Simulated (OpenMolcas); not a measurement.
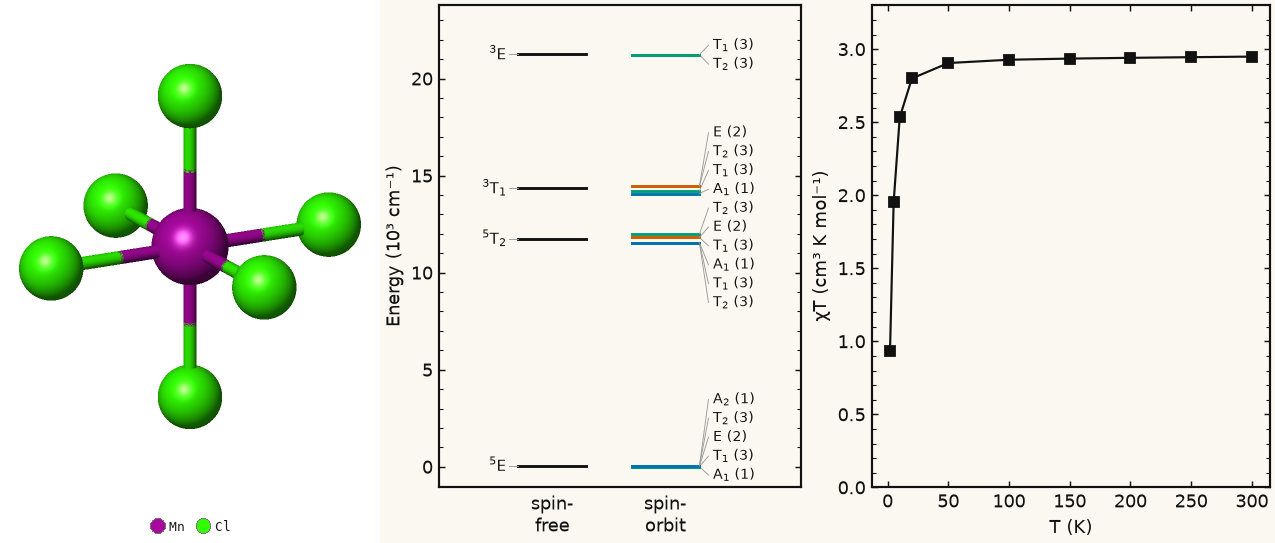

Mn³⁺ (3d⁴) as a dopant in Cs₂NaYCl₆, a cluster with its 6 nearest Cl⁻ at 2.371 Å (octahedron) embedded in model potentials and point charges; the geometry was set, not optimised, and its levels and susceptibility. Labels give the representation in O, Td, D4 or D3 as the site allows (double group for half-integer spin) where it could be assigned and, in brackets, the degeneracy; spin-free states, where drawn, share the zero of the spin-orbit levels. Computed with OpenMolcas: state-averaged CASSCF, active space 4 electrons in the shell 3d, basis ANO-RCC-VDZP on all atoms, DKH2 scalar Hamiltonian, spin-orbit coupling by RASSI with atomic mean-field integrals. Powder susceptibility by Van Vleck's formula.

What does the figure show?

The ground level is A₁, non-degenerate, 100 % from states of spin multiplicity 5. The next level lies at 8.5 cm⁻¹ (T₁). The lowest spin-free state is ⁵E; of the same spin there follows at 11,700 cm⁻¹ (⁵T₂) above it. χT is 0.935 cm³ K mol⁻¹ at 2 K and 2.95 at 300 K, an effective moment of 4.86 μB. The active orbitals hold 88 to 97 % metal character (Löwdin), and the Mulliken charge of the metal is +1.12.

Caveat: orbital doublet at a regular site, Jahn-Teller distortion not allowed for; small active space favours high spin, ground spin may be wrong; the geometry is set by hand, with no relaxation and no charge compensation.
